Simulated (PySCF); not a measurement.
## Run report: SF2, frequency calculation

System: SF2, multiplicity 3.
Method: UKS-based PBE0, S def2-TZVP, F def2-TZVP; non-relativistic Hamiltonian; density fitting (PySCF 2.14.0).

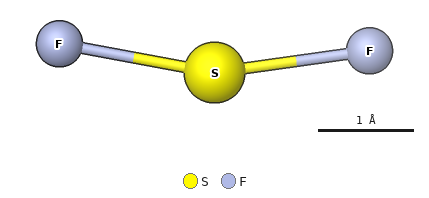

**Figure 1.** The structure as given in the input (ball-and-stick view, seen at a tilt). Bond lengths as drawn: F–S 1.66 Å.

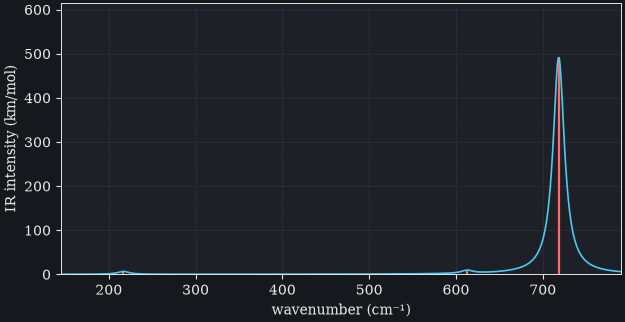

**Figure 2.** Harmonic infrared spectrum, unscaled: sticks (degenerate modes added up, dark ones marked on the axis) with a Lorentzian envelope of 16 cm⁻¹ full width, scaled to the tallest stick. 3 modes from 217 to 718 cm⁻¹, none imaginary. The strongest line is at 718 cm⁻¹ (491 km/mol). All modes, in cm⁻¹ (km/mol): 217 (6.6), 613 (6.9), 718 (491).

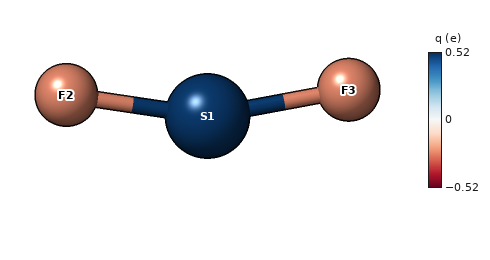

**Figure 3.** Mulliken charges, as the colour of each atom (ball-and-stick view, seen at a tilt; atoms are numbered from 1 in the order of the input). By element: S +0.49 and F −0.25 e.

These pictures come from the run below.

**Input**
```python
from pyscf import gto, scf, dft
mol = gto.M(atom='''
S      0.000000     0.000000    -0.148486
F      1.639183     0.000000     0.125236
F     -1.639183     0.000000     0.125236''',
    basis={'S': 'def2-TZVP', 'F': 'def2-TZVP'},
    charge=0, spin=2)
mf = dft.UKS(mol, xc='PBE0')
mf.grids.atom_grid = (75, 302)
aux = {'S': 'def2-universal-JKFIT', 'F': 'def2-universal-JKFIT'}
mf = mf.density_fit(auxbasis=aux)
mf.conv_tol = 1e-09
mf.diis_space = 10
mf.max_cycle = 60
mf.verbose = 4
mf.kernel()
```

The script is an equivalent of the set-up of the self-consistent field. The run itself was carried out by a driver, which started from the orbitals of the step before it where there was one and computed the further properties.

Command:
```bash
OMP_NUM_THREADS=4 python axn.py task.json out
```

**Log**
```
init E= -597.56080053609
  alpha nocc = 18  HOMO = -0.31412156576779  LUMO = 0.0644176700003527
  beta  nocc = 16  HOMO = -0.373762917592764  LUMO = -0.16477932202203
  HOMO = -0.314121565768  LUMO = -0.164779322022  gap/eV = 4.06381
cycle= 1 E= -597.56080053609  delta_E= 2.27e-13  |g|= 1.63e-06  |ddm|= 1.19e-06
  alpha nocc = 18  HOMO = -0.31412154010751  LUMO = 0.0644176809277113
  beta  nocc = 16  HOMO = -0.373763007943587  LUMO = -0.164779268025072
  HOMO = -0.314121540108  LUMO = -0.164779268025  gap/eV = 4.06381
Extra cycle  E= -597.560800536085  delta_E= 4.32e-12  |g|= 3.52e-06  |ddm|= 2.41e-06
converged SCF energy = -597.560800536085  <S^2> = 2.0043617  2S+1 = 3.0029064
```

**Results in brief**

```json
{"quantity": "outcome", "value": "converged"}
{"quantity": "total energy", "value": "−597.560801 hartree"}
{"quantity": "⟨S²⟩", "value": "2.004"}
{"quantity": "zero-point energy", "value": "0.003527 hartree"}
{"quantity": "dipole moment", "value": "0.35 D"}
{"quantity": "wavenumbers, lowest and highest", "value": "217 and 718 cm⁻¹"}
{"quantity": "hardware", "value": "4 threads of Arm Neoverse V1, 24 GiB of memory available, shared host"}
{"quantity": "wall time", "value": "15 s (CPU time 48 s)"}
{"quantity": "peak memory", "value": "0.91 GiB"}
```
